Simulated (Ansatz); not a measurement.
Pressure series in TiSi

Start from TiSi (space group Pnma, No. 62; a cell from a computed database, its experimental status unchecked).

TiSi is modelled in the orthorhombic space group Pnma (No. 62), Pearson symbol oP8. Conventional cell: a = 6.456 Å, b = 3.619 Å, c = 4.965 Å, α = 90.00°, β = 90.00°, γ = 90.00°. Ti on 4c sees 5 Si at 2.543–2.558 Å and 2 Si at 2.705–2.743 Å and 6 Ti at 3.176–3.217 Å. Si on 4c sees 2 Si at 2.391 Å and 5 Ti at 2.543–2.558 Å and 2 Ti at 2.705–2.743 Å. (Neighbours: up to the widest gap in distance over summed covalent radii, below 1.35, at either atom; cation-cation and far metal-metal contacts left out.)

Cell and atoms are relaxed at each pressure.

Calculations: PBEsol (Ansatz, a quantum-chemistry and plane-wave program; PAW; 420 eV plane waves; scalar-relativistic without spin-orbit coupling).

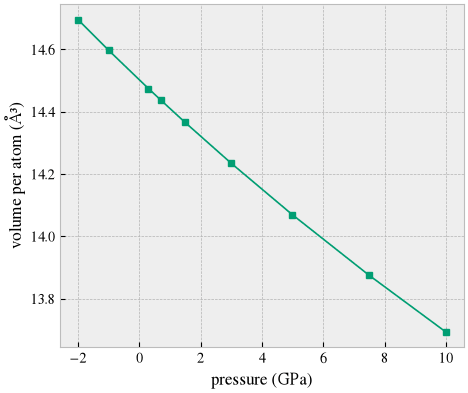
Figure. Volume against pressure

### Question
Estimate the zero-pressure bulk modulus from the plot.

### Answer
About 160 GPa; a third-order Birch–Murnaghan fit to the points gives V₀ = 14.50 Å³/atom, B₀ = 155 GPa and B₀′ = 4.1.

Load acts through the strain it causes; cell and atoms are relaxed under it. Whether these cells are dynamically stable was not tested. No other phases were tried under pressure. All final runs are without spin polarisation.
